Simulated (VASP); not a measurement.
Band structure of BeTe (zinc blende). Calculation: TPSS meta-GGA, VASP's PBE PAW potentials (set 64) (plane waves; VASP).

Unless said otherwise, spin-orbit coupling is left out, though it shifts the bands of the heavy elements here.

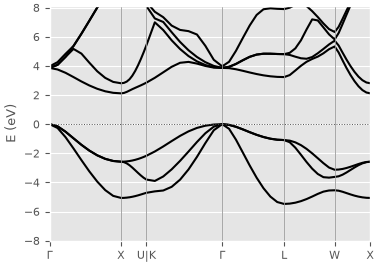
Bands along high-symmetry lines, zero at the valence-band maximum or, without a gap, the Fermi level

Q: Read the plot: is there a gap, and where are the band edges?

A: The gap is indirect, 2.12 eV, from the valence maximum at Γ to the conduction minimum at X.

Measured: gap 2.80 eV (computed value off by -0.68 eV), as given by Das et al., (2018), arXiv:1807.05623.

The compound is BeTe in the zinc blende structure. It was relaxed first.
